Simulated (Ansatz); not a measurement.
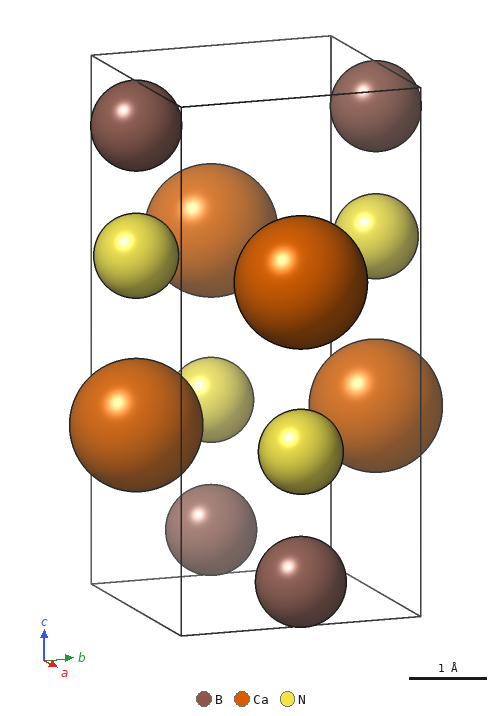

View slightly off an axis, drawn as a spheres-only model. Lines trace the edges of the simulation cell.

```yaml
crystal:
  lattice:
    - [3.33365, 0.00000, 0.00000]
    - [0.00000, 3.33365, 0.00000]
    - [0.00000, 0.00000, 7.05763]
  atoms:
    - { symbol: B, position: [0.00000, 0.50000, 0.08390] }
    - { symbol: B, position: [0.50000, 0.00000, 0.91610] }
    - { symbol: Ca, position: [0.00000, 0.50000, 0.65030] }
    - { symbol: Ca, position: [0.50000, 0.00000, 0.34970] }
    - { symbol: N, position: [0.00000, 0.50000, 0.33000] }
    - { symbol: N, position: [0.50000, 0.00000, 0.67000] }
```

Computational set-up: DFT, PAW plane waves, PBE (Ansatz), E_cut = 420 eV, a 10×10×5 k-point grid, Fermi-Dirac smearing of 0.1 eV, no spin polarisation.

Question: What net charge does each kind of atom have (Bader)?

Answer: Ca +1.39 e; B +0.35 e; N -1.75 e.

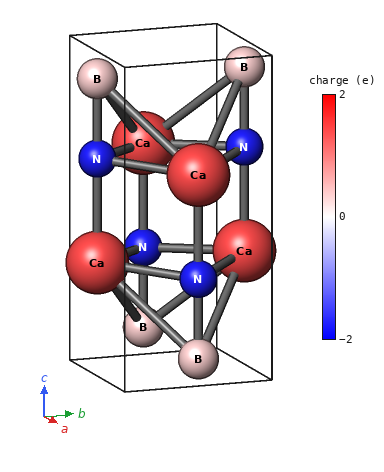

The atoms coloured by those charges.

The model is a generated cell, made by putting these elements into a known structure type (the compound may or may not exist in this form); its atoms and cell weren't optimised. It was run through Ansatz as a DFT input.

At this level of theory the cell isn't at rest (stretched, at -5 GPa and forces up to 5.8 eV/Å), so its distances can differ from those at equilibrium, the more so the softer the solid.
